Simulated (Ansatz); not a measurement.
**SiH (quartet): wave-function methods side by side, aug-cc-pVTZ**

Aim: climb from Hartree-Fock through coupled cluster and multireference methods for SiH (quartet) at one geometry and basis, and see what each rung misses.

The runs use Ansatz 0.2.0, Gaussian basis; aug-cc-pVTZ, core rule «outside noble gas», up to 5 orbitals frozen.

Plan: UHF; CCSD(T) on ROHF; CCSD(T) on UHF; BCCD(T) on ROHF; CCSDT(Q) on ROHF; CCSDT(Q) on UHF; CASSCF and MRCISD+Q, 5 electrons in 5 orbitals; CASSCF and NEVPT2, 5 electrons in 5 orbitals.

19 further runs of the same task are left out: 9 that didn't finish, 10 set aside as unsound or not needed. Runs told in other sessions of the task aren't counted.

## (1) The system

The geometry is a PBE0/def2-TZVPD stationary point (not a proven minimum) of the parent state, kept for this charge and spin.

2 atoms, charge 0, spin multiplicity 4.

Atoms are counted from 1 here; the program's logs count them from 0.

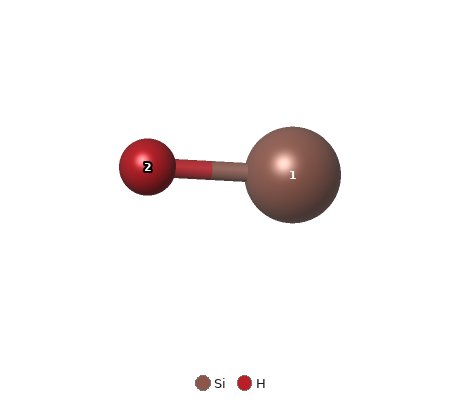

The structure; silicon brown, hydrogen red; atoms are numbered from 1 in the order of the file.

In the tables R marks a restricted open-shell determinant and U an unrestricted one; 'valence' is the active space of 5 electrons in 5 orbitals; energies count from the table's Hartree-Fock row.

## (2) UHF

in.yaml reads:

```yaml
crystal:
  periodic: [false, false, false]
  atoms:
    - {symbol: Si, position_ang: [0.000000, 0.000000, 0.000000]}
    - {symbol: H, position_ang: [0.000000, 0.000000, 1.559400]}
basis:
  gaussian: {orbitals: aug-cc-pVTZ}
magnetization: {spin_polarized: true, initial_magnetization: 3}
hamiltonian: {xc: hf}
output: {orbitals: {seedname: orbitals}}
```

On the command line:

```
ansatz run in.yaml --threads 1 --pin off --events-out ev --progress --plain --max-ram 2393MiB
```

Log:

```text
Functional definition: HF
  name "HF"
  cite "Fock, Z. Phys. 61, 126 (1930) doi:10.1007/BF01340294"
  parent pbe
  exchange = exact_x
  correlation = 0
489 factors; their error is unknown
mean field evaluation 1: about -7874.1259 eV, gradient 5.5e0 eV
mean field evaluation 2: about -7874.5632 eV, gradient 2.6e0 eV
mean field evaluation 4: about -7874.7930 eV, gradient 5.5e-1 eV
mean field evaluation 8: about -7874.8095 eV, gradient 1.1e-1 eV
mean field evaluation 16: about -7875.0148 eV, gradient 1.2e-5 eV
mean field -7875.01479810 eV, -289.4014559533 hartree, gradient 1.2e-5 eV, S^2 3.754066; 0 other end points of the search recorded, 0 dependent functions left out
reference -7875.01479810 eV, -289.4014559533 hartree; 9, 6 occupied and 64, 67 virtual orbitals, 489 factors
Total energy: -7875.01479810 eV, -289.4014559533 hartree
```

Wall time 0.3 s (1 thread of Arm Neoverse V1, shared host).

From the report: ⟨S²⟩ of the determinant 3.754 (pure quartet: 3.75).

## (3) CCSD(T) on ROHF

in.yaml reads:

```yaml
crystal:
  periodic: [false, false, false]
  atoms:
    - {symbol: Si, position_ang: [0.000000, 0.000000, 0.000000]}
    - {symbol: H, position_ang: [0.000000, 0.000000, 1.559400]}
basis:
  gaussian: {orbitals: aug-cc-pVTZ}
magnetization: {spin_polarized: false, initial_magnetization: 3}
correlation: {method: ccsd_t, electrons: outside_noble_gas}
output: {forces: true}
```

Launched as before.

Log (excerpt; [...] marks lines left out):

```text
Functional definition: HF
  name "HF"
  cite "Fock, Z. Phys. 61, 126 (1930) doi:10.1007/BF01340294"
  parent pbe
[...]
414 factors; integrals over basis functions are off by at most 1.2e-3 eV
[...]
mean field -7874.97753404 eV, -289.4000865246 hartree, gradient 2.9e-6 eV, S^2 3.750000; 0 other end points of the search recorded, 0 dependent functions left out
5 core orbitals not correlated: weight in the atoms' cores, before any rotation towards them, 1.000 or more for the frozen orbitals, at most 0.000 for the correlated occupied ones
reference -7874.97753404 eV, -289.4000865246 hartree; 4, 1 occupied and 64, 67 virtual orbitals, 414 factors
second order -1.73000737 eV of doubles, -0.01981384 eV of singles
cycle   1  -2.06666947 eV  change   -3.2e-1 eV  update   5.7e-2
[...]
cycle  12  -2.26029999 eV  change    5.9e-7 eV  update   8.3e-7
perturbative correction -0.08704970 eV, -0.0031990175 hartree
[...]
Total energy: -7877.32488373 eV, -289.4863500346 hartree
Atom 0 at     0.000000     0.000000     0.000000 Å, force    -0.000000    -0.000000     0.736093 eV/Å
Atom 1 at     0.000000     0.000000     1.559400 Å, force     0.000000     0.000000    -0.736093 eV/Å
Dipole moment:    -0.000000    -0.000000    -0.001064 e Å
```

Wall time 6 s (1 thread of Arm Neoverse V1, shared host); peak memory 0.33 GiB.

From the report: correlation -2.3473 eV; T1 0.040; largest double amplitude 0.05.

## (4) CCSD(T) on UHF

in.yaml: that of step 3 with these lines changed.

```diff
@@ -7,3 +7,3 @@
   gaussian: {orbitals: aug-cc-pVTZ}
-magnetization: {spin_polarized: false, initial_magnetization: 3}
+magnetization: {spin_polarized: true, initial_magnetization: 3}
 correlation: {method: ccsd_t, electrons: outside_noble_gas}
```

The command is unchanged.

Log (excerpt; [...] marks lines left out):

```text
Functional definition: HF
  name "HF"
  cite "Fock, Z. Phys. 61, 126 (1930) doi:10.1007/BF01340294"
  parent pbe
[...]
414 factors; integrals over basis functions are off by at most 1.2e-3 eV
[...]
mean field -7875.01502530 eV, -289.4014643029 hartree, gradient 1.1e-6 eV, S^2 3.754066; 0 other end points of the search recorded, 0 dependent functions left out
5 core orbitals not correlated: weight in the atoms' cores, before any rotation towards them, 1.000 or more for the frozen orbitals, at most 0.000 for the correlated occupied ones
reference -7875.01502530 eV, -289.4014643029 hartree; 4, 1 occupied and 64, 67 virtual orbitals, 414 factors
second order -1.71987203 eV of doubles, -0.00000000 eV of singles
cycle   1  -2.03712375 eV  change   -3.2e-1 eV  update   5.6e-2
[...]
cycle  12  -2.22634414 eV  change    2.9e-7 eV  update   1.0e-6
perturbative correction -0.08589361 eV, -0.0031565319 hartree
[...]
Total energy: -7877.32726305 eV, -289.4864374729 hartree
Atom 0 at     0.000000     0.000000     0.000000 Å, force     0.000000    -0.000000     0.735609 eV/Å
Atom 1 at     0.000000     0.000000     1.559400 Å, force    -0.000000     0.000000    -0.735609 eV/Å
Dipole moment:    -0.000000     0.000000    -0.001127 e Å
```

Wall time 6.5 s (1 thread of Arm Neoverse V1, shared host); peak memory 0.33 GiB.

From the report: ⟨S²⟩ of the determinant 3.754 (pure quartet: 3.75); correlation -2.3122 eV; T1 0.035; largest double amplitude 0.05.

## (5) BCCD(T) on ROHF

in.yaml reads:

```yaml
crystal:
  periodic: [false, false, false]
  atoms:
    - {symbol: Si, position_ang: [0.000000, 0.000000, 0.000000]}
    - {symbol: H, position_ang: [0.000000, 0.000000, 1.559400]}
basis:
  gaussian: {orbitals: aug-cc-pVTZ}
magnetization: {spin_polarized: false, initial_magnetization: 3}
correlation: {method: bccd_t, electrons: outside_noble_gas}
```

Same command.

Log (excerpt; [...] marks lines left out):

```text
Functional definition: HF
  name "HF"
  cite "Fock, Z. Phys. 61, 126 (1930) doi:10.1007/BF01340294"
  parent pbe
[...]
414 factors; integrals over basis functions are off by at most 1.2e-3 eV
[...]
mean field -7874.97753404 eV, -289.4000865246 hartree, gradient 2.9e-6 eV, S^2 3.750000; 0 other end points of the search recorded, 0 dependent functions left out
5 core orbitals not correlated: weight in the atoms' cores, before any rotation towards them, 1.000 or more for the frozen orbitals, at most 0.000 for the correlated occupied ones
reference -7874.97753404 eV, -289.4000865246 hartree; 4, 1 occupied and 64, 67 virtual orbitals, 414 factors
second order -1.73000737 eV of doubles, -0.01981384 eV of singles
cycle   1  -2.08349425 eV  change   -3.3e-1 eV  update   5.7e-2
[...]
cycle  11  -2.25665918 eV  change    2.9e-6 eV  update   3.3e-6
perturbative correction -0.09095637 eV, -0.0033425850 hartree
Total energy: -7877.32514960 eV, -289.4863598049 hartree
```

Run time: 2.1 s. Hardware: 1 thread of Arm Neoverse V1, shared host.

From the report: correlation -2.3476 eV; largest double amplitude 0.05.

## (6) CCSDT(Q) on ROHF

in.yaml: that of step 5 with these lines changed.

```diff
@@ -8,2 +8,2 @@
 magnetization: {spin_polarized: false, initial_magnetization: 3}
-correlation: {method: bccd_t, electrons: outside_noble_gas}
+correlation: {method: ccsdt_q, electrons: outside_noble_gas}
```

The command is unchanged.

Log (excerpt; [...] marks lines left out):

```text
Functional definition: HF
  name "HF"
  cite "Fock, Z. Phys. 61, 126 (1930) doi:10.1007/BF01340294"
  parent pbe
[...]
777 factors; integrals over basis functions are off by at most 2.4e-7 eV
[...]
mean field -7874.97753537 eV, -289.4000865732 hartree, gradient 3.4e-6 eV, S^2 3.750000; 0 other end points of the search recorded, 0 dependent functions left out
5 core orbitals not correlated: weight in the atoms' cores, before any rotation towards them, 1.000 or more for the frozen orbitals, at most 0.000 for the correlated occupied ones
reference -7874.97753537 eV, -289.4000865732 hartree; 4, 1 occupied and 64, 67 virtual orbitals, 777 factors
second order -1.73001336 eV of doubles, -0.01981384 eV of singles
cycle   1  -2.06666850 eV  change   -3.2e-1 eV  update   6.2e-2
[...]
cycle  16  -2.37199971 eV  change   -9.8e-8 eV  update   8.3e-8
perturbative correction -0.00218288 eV, -0.0000802193 hartree
Total energy: -7877.35171796 eV, -289.4873361742 hartree
```

Wall time 31 s (1 thread of Arm Neoverse V1, shared host); peak memory 0.54 GiB.

From the report: correlation -2.3742 eV; T1 0.043; largest double amplitude 0.05.

## (7) CCSDT(Q) on UHF

in.yaml: that of step 6 with these lines changed.

```diff
@@ -7,3 +7,3 @@
   gaussian: {orbitals: aug-cc-pVTZ}
-magnetization: {spin_polarized: false, initial_magnetization: 3}
+magnetization: {spin_polarized: true, initial_magnetization: 3}
 correlation: {method: ccsdt_q, electrons: outside_noble_gas}
```

The command is unchanged.

Log (excerpt; [...] marks lines left out):

```text
Functional definition: HF
  name "HF"
  cite "Fock, Z. Phys. 61, 126 (1930) doi:10.1007/BF01340294"
  parent pbe
[...]
777 factors; integrals over basis functions are off by at most 2.4e-7 eV
[...]
mean field -7875.01502664 eV, -289.4014643520 hartree, gradient 1.2e-6 eV, S^2 3.754066; 0 other end points of the search recorded, 0 dependent functions left out
5 core orbitals not correlated: weight in the atoms' cores, before any rotation towards them, 1.000 or more for the frozen orbitals, at most 0.000 for the correlated occupied ones
reference -7875.01502664 eV, -289.4014643520 hartree; 4, 1 occupied and 64, 67 virtual orbitals, 777 factors
second order -1.71987813 eV of doubles, -0.00000000 eV of singles
cycle   1  -2.03712287 eV  change   -3.2e-1 eV  update   6.1e-2
[...]
cycle  15  -2.33686815 eV  change    5.6e-7 eV  update   2.4e-7
perturbative correction -0.00235558 eV, -0.0000865661 hartree
Total energy: -7877.35425037 eV, -289.4874292385 hartree
```

It took 29 s on 1 thread of Arm Neoverse V1, shared host; peak memory 0.53 GiB.

From the report: ⟨S²⟩ of the determinant 3.754 (pure quartet: 3.75); correlation -2.3392 eV; T1 0.038; largest double amplitude 0.05.

## (8) CASSCF and MRCISD+Q, 5 electrons in 5 orbitals

in.yaml reads:

```yaml
crystal:
  periodic: [false, false, false]
  atoms:
    - {symbol: Si, position_ang: [0.000000, 0.000000, 0.000000]}
    - {symbol: H, position_ang: [0.000000, 0.000000, 1.559400]}
basis:
  gaussian: {orbitals: aug-cc-pVTZ}
magnetization: {spin_polarized: false, initial_magnetization: 3}
correlation: {method: fic_mrcisd_q, electrons: outside_noble_gas, active_space: {window: {electrons: 5, orbitals: 5}, shells: [{species: H, l: s, shell: 1}, {species: Si, l: s, shell: 3}, {species: Si, l: p, shell: 3}]}}
```

Launched as before.

Log (excerpt; [...] marks lines left out):

```text
Functional definition: HF
  name "HF"
  cite "Fock, Z. Phys. 61, 126 (1930) doi:10.1007/BF01340294"
  parent pbe
[...]
777 factors; integrals over basis functions are off by at most 2.4e-7 eV
[...]
mean field -7874.97753537 eV, -289.4000865732 hartree, gradient 3.4e-6 eV, S^2 3.750000; 0 other end points of the search recorded, 0 dependent functions left out
reference -7874.97753537 eV, -289.4000865732 hartree; 9, 6 occupied and 64, 67 virtual orbitals, 777 factors
state -7875.47844148 eV, -289.4184945332 hartree
contracted CI cycle   1: correlation 0.00000000 eV, 0.0000000000 hartree, residual 9.51e0 eV
contracted CI cycle   2: correlation -1.64470955 eV, -0.0604419613 hartree, residual 2.19e0 eV
contracted CI cycle   3: correlation -1.73022719 eV, -0.0635846764 hartree, residual 5.56e-1 eV
contracted CI cycle   4: correlation -1.73544664 eV, -0.0637764878 hartree, residual 1.75e-1 eV
contracted CI cycle   5: correlation -1.73591582 eV, -0.0637937296 hartree, residual 5.02e-2 eV
contracted CI cycle   6: correlation -1.73595547 eV, -0.0637951868 hartree, residual 1.32e-2 eV
contracted CI cycle   7: correlation -1.73595807 eV, -0.0637952825 hartree, residual 3.28e-3 eV
contracted CI cycle   8: correlation -1.73595824 eV, -0.0637952886 hartree, residual 8.70e-4 eV
state -7875.47844148 eV, -289.4184945332 hartree; corrected -7877.29736354 eV, -289.4853386862 hartree
Total energy: -7877.29736354 eV, -289.4853386862 hartree
Checks for a lower state left out: starts, orbital_swaps
```

It took 1.8 s on 1 thread of Arm Neoverse V1, shared host.

From the report: 11 determinants; active occupations 1.97, 1.00, 1.00, 1.00, 0.03.

## (9) CASSCF and NEVPT2, 5 electrons in 5 orbitals

in.yaml reads:

```yaml
crystal:
  periodic: [false, false, false]
  atoms:
    - {symbol: Si, position_ang: [0.000000, 0.000000, 0.000000]}
    - {symbol: H, position_ang: [0.000000, 0.000000, 1.559400]}
basis:
  gaussian: {orbitals: aug-cc-pVTZ}
magnetization: {spin_polarized: false, initial_magnetization: 3}
correlation: {method: sc_nevpt2, electrons: outside_noble_gas, active_space: {window: {electrons: 5, orbitals: 5}, shells: [{species: H, l: s, shell: 1}, {species: Si, l: s, shell: 3}, {species: Si, l: p, shell: 3}]}}
```

Launched as before.

Log:

```text
Functional definition: HF
  name "HF"
  cite "Fock, Z. Phys. 61, 126 (1930) doi:10.1007/BF01340294"
  parent pbe
  exchange = exact_x
  correlation = 0
777 factors; integrals over basis functions are off by at most 2.4e-7 eV
mean field evaluation 1: about -7873.9605 eV, gradient 6.4e0 eV
mean field evaluation 2: about -7873.9614 eV, gradient 6.4e0 eV
mean field evaluation 4: about -7874.8630 eV, gradient 1.6e0 eV
mean field evaluation 8: about -7874.9775 eV, gradient 2.3e-3 eV
mean field -7874.97753537 eV, -289.4000865732 hartree, gradient 3.4e-6 eV, S^2 3.750000; 0 other end points of the search recorded, 0 dependent functions left out
reference -7874.97753537 eV, -289.4000865732 hartree; 9, 6 occupied and 64, 67 virtual orbitals, 777 factors
state -7875.47844148 eV, -289.4184945332 hartree
state -7875.47844148 eV, -289.4184945332 hartree; corrected -7876.76270614 eV, -289.4656903890 hartree
Total energy: -7876.76270614 eV, -289.4656903890 hartree
Checks for a lower state left out: starts, orbital_swaps
```

Wall time 1.1 s (1 thread of Arm Neoverse V1, shared host).

From the report: 11 determinants; active occupations 1.97, 1.00, 1.00, 1.00, 0.03.

## (10) How many determinants matter

Natural occupations of the CASSCF valence state about the gap (report; correlated orbitals 1 to 5): 1.970, 1.002, 1.000, 1.000, 0.028. The count of effectively unpaired electrons, Σ n²(2 − n)², is 3.01; a single determinant of this spin has 3.

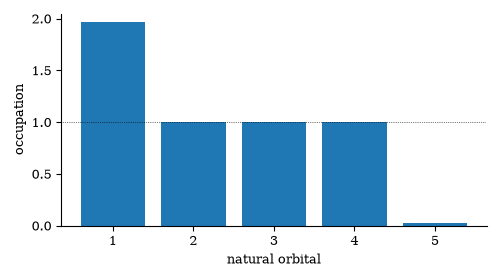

Natural occupations of the CASSCF valence state.

## (11) The ladder

The yardstick is UCCSDT(Q), where the cluster series has nearly closed. Rows without a time are mean-field rows or come out of runs for another level: lower rungs of the coupled-cluster runs, CASSCF and MRCISD of the multireference runs, or the Hartree-Fock search. The times of RCCSD(T), UCCSD(T) include forces.

Differences are taken before rounding.

| method | energy from the lowest ROHF (kJ/mol) | from UCCSDT(Q) (kJ/mol) | time |
| --- | --- | --- | --- |
| ROHF | 0.0 | +229.3 |  |
| UHF | -3.6 | +225.7 |  |
| RMP2 | -168.8 | +60.5 |  |
| UMP2 | -169.6 | +59.8 |  |
| RCCSD | -218.1 | +11.2 |  |
| UCCSD | -218.4 | +10.9 |  |
| RCCSD(T) | -226.5 | +2.8 | 6 s |
| UCCSD(T) | -226.7 | +2.6 | 6.5 s |
| BCCD(T) | -226.5 | +2.8 | 2.1 s |
| RCCSDT | -228.9 | +0.5 |  |
| UCCSDT | -229.1 | +0.2 |  |
| RCCSDT(Q) | -229.1 | +0.2 | 31 s |
| UCCSDT(Q) | -229.3 | 0 | 29 s |
| CASSCF valence | -48.3 | +181.0 |  |
| NEVPT2 valence | -172.2 | +57.1 | 1.1 s |
| MRCISD valence | -215.8 | +13.5 |  |
| MRCISD+Q valence | -223.8 | +5.5 | 1.8 s |

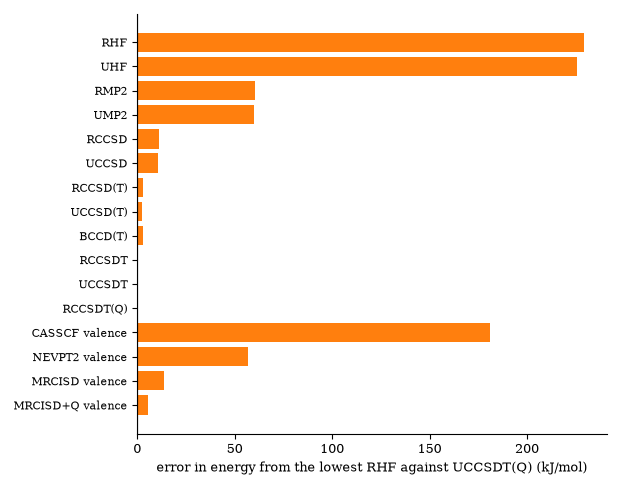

Deviations from UCCSDT(Q), method by method.

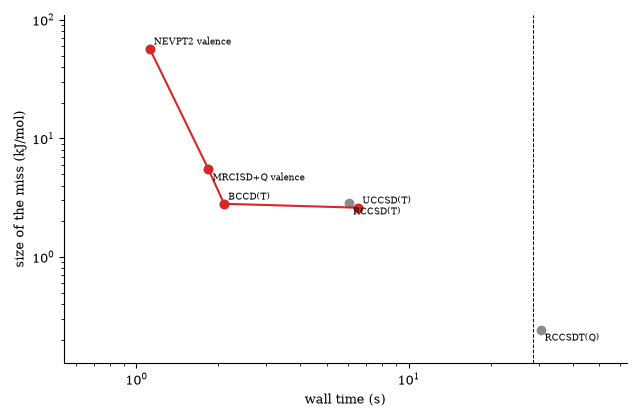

Accuracy for the time spent; red marks the levels that beat every quicker one drawn (of those quicker than the yardstick), and the dashed line is the time of UCCSDT(Q). Times are from a shared host.

## (12) What came out

```
                         quantity                                                   value
    UCCSDT(Q) from the ROHF energy                                              -2.3767 eV
              RMP2 from UCCSDT(Q)                                            +60.5 kJ/mol
              UMP2 from UCCSDT(Q)                                            +59.8 kJ/mol
             RCCSD from UCCSDT(Q)                                            +11.2 kJ/mol
          RCCSD(T) from UCCSDT(Q)                                             +2.8 kJ/mol
          UCCSD(T) from UCCSDT(Q)                                             +2.6 kJ/mol
         RCCSDT(Q) from UCCSDT(Q)                                             +0.2 kJ/mol
    NEVPT2 valence from UCCSDT(Q)                                            +57.1 kJ/mol
  MRCISD+Q valence from UCCSDT(Q)                                             +5.5 kJ/mol
levels within 1 kcal/mol (43 meV)  RCCSD(T), UCCSD(T), BCCD(T), RCCSDT, UCCSDT, RCCSDT(Q)
                    T1 diagnostic                                                   0.040
   effectively unpaired electrons                                                    3.01
```

**Reading.** RCCSD(T) lands +2.8 kJ/mol from the yardstick (1.2 % of the correlation energy). One determinant dominates. Of the multireference levels listed MRCISD+Q valence comes nearest in total energy (+5.5 kJ/mol), which doesn't show that its space is the better one. These misses are within one basis, not against nature; the frozen cores of restricted and unrestricted runs differ, which can shift their rows.

For cost: UCCSD(T) gets within 2.6 kJ/mol in 6.5 s, where UCCSDT(Q) took 29 s; the quickest level in the cost chart, NEVPT2 valence, takes 1.1 s and misses by 57.1 kJ/mol.
